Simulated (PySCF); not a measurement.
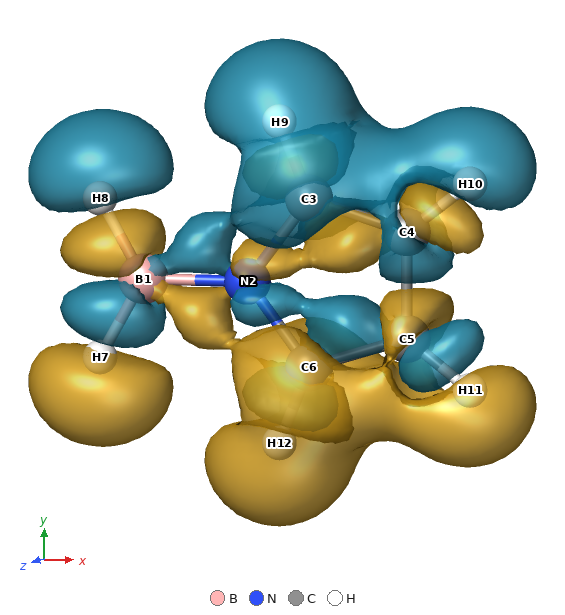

C$_{4}$H$_{6}$BN, charge −1, doublet, SMILES `[BH2-]n1cccc1`. Change of the electron density in a uniform field of 0.10 V/Å, surfaces at ±0.0005 e/Å³ (yellow: gain, teal: loss).

Computed with PySCF, PBE0/6-31+G*, geometry: GFN2-xTB. No frequency check shows the geometry to be a minimum. For an anion such functionals hold the outermost electrons too loosely, so the response is rough. The basis has diffuse s and p functions alone, which still leaves polarisabilities too small, most of all across bonds. The stability of the open-shell solution wasn't checked. GFN2-xTB doesn't know the spin state, so this open-shell geometry is rough.

Cartesian coordinates (Å):

```
B1      -2.1774    0.0002    0.0000
N2      -0.7602   -0.0003    0.0000
C3       0.0797    1.1028    0.0000
C4       1.4085    0.6973    0.0000
C5       1.4084   -0.6973    0.0000
C6       0.0796   -1.1026    0.0000
H7      -2.7681   -1.0370    0.0000
H8      -2.7679    1.0376    0.0000
H9      -0.3264    2.1004    0.0000
H10      2.2702    1.3503    0.0000
H11      2.2700   -1.3504    0.0000
H12     -0.3267   -2.1002    0.0000
```

> Along which Cartesian direction does the field point?

Along +y: electrons gather on the −y side, against the field.

> How large is the response?

The induced dipole is 0.43 D (along the field); α along this axis, from the fields in both directions, is 84 bohr³ (12.5 Å³).

> Which atoms gain and lose the most charge?

Electrons gather most on C6 (Hirshfeld charge changes by −0.006 e) and leave C3 most (+0.006 e); 0.034 electrons are displaced in all.

Run time: 56 s on 1 thread of Arm Neoverse V2, with other jobs on the host, peak memory 0.59 GiB.
